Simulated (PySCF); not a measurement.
C8H6O2

```xyz
16

C    -2.8872   -0.5211   -0.0938
C    -2.7362    0.8246   -0.2195
O    -1.4389    1.1613   -0.2148
C    -0.7295    0.0169   -0.0839
C     0.7294    0.0806   -0.0323
C     1.5793    0.1943    1.0310
C     2.8877    0.1881    0.4924
C     2.7349    0.0711   -0.8539
O     1.4373    0.0053   -1.1826
C    -1.5781   -1.0506   -0.0048
H    -3.8065   -1.0691   -0.0673
H    -3.4484    1.6200   -0.3162
H     1.3030    0.2722    2.0624
H     3.8076    0.2607    1.0351
H     3.4461    0.0246   -1.6547
H    -1.3005   -2.0790    0.1028
```

Geometry: GFN2-xTB.

Level of theory: PySCF 2.14.0, revPBE/pcSseg-1, SCF density, gas phase, non-relativistic.

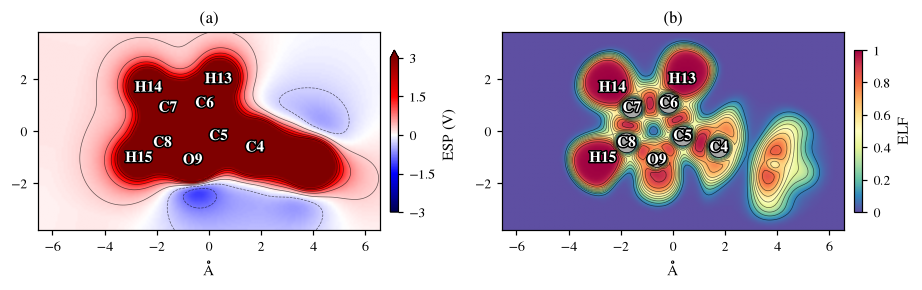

Figure 1. (a) electrostatic potential; (b) electron localisation function on the plane of atoms C4, C5 and C6. Grey discs cover the atomic cores in the ELF map.

**Read the bonding off the picture.**

Atoms in the plane: C, O and H. C–O (1.34 Å): the ELF peaks at about 0.90 between the atoms, as expected for a shared but strongly polarised pair. C–C (1.37 Å): the ELF peaks at about 0.95 between the atoms: localised, covalent bonding. C–H (1.07 Å): the ELF climbs to about 1 towards the hydrogen, as it does in any bond to H; an ordinary covalent bond to hydrogen. C–C (1.41 Å): the ELF peaks at about 0.95 between the atoms, as expected for a covalent bond. C–C (1.46 Å): the ELF peaks at about 0.95 between the atoms: a shared electron pair. The ELF also peaks beside O9, away from the bonds: lone-pair regions. Outside the dense part of the molecule the potential is most negative (−1.1 V) near O9.

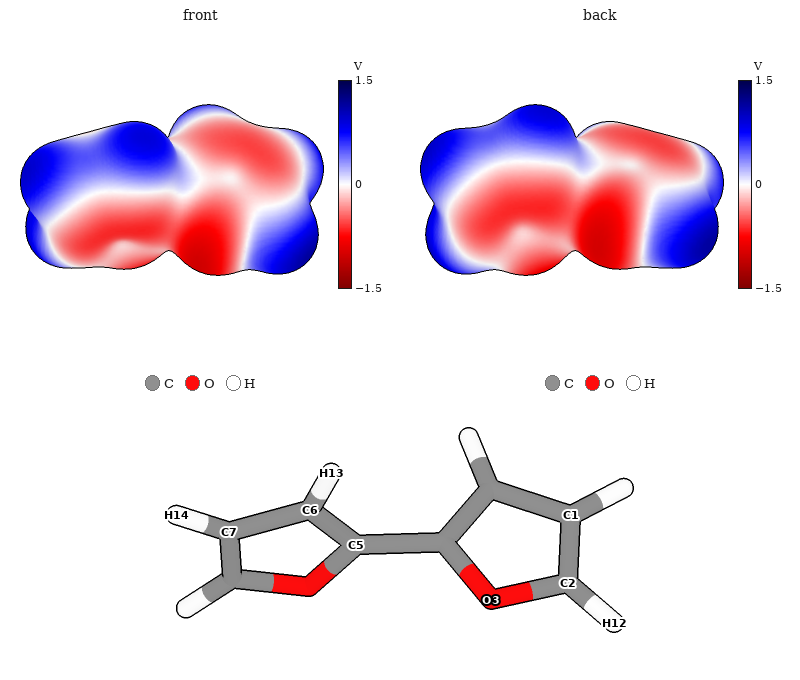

Figure 2. The molecular electrostatic potential painted on the density surface at 0.002 e/bohr³, seen from the front and from behind; red is negative and blue positive. The bare structure is drawn below in the same view.

**Which sites attract a positive test charge, and which a negative one?**

A positive charge is drawn to the negative regions and a negative charge to the positive ones. The most negative region (about −1.0 V, or −23 kcal/mol for a unit charge) lies over O3 and O9, the most positive (about +1.1 V, or +25 kcal/mol for a unit charge) over H12 and H15.

**How polar is the molecule by this calculation?**

Its dipole moment is 0.68 D.
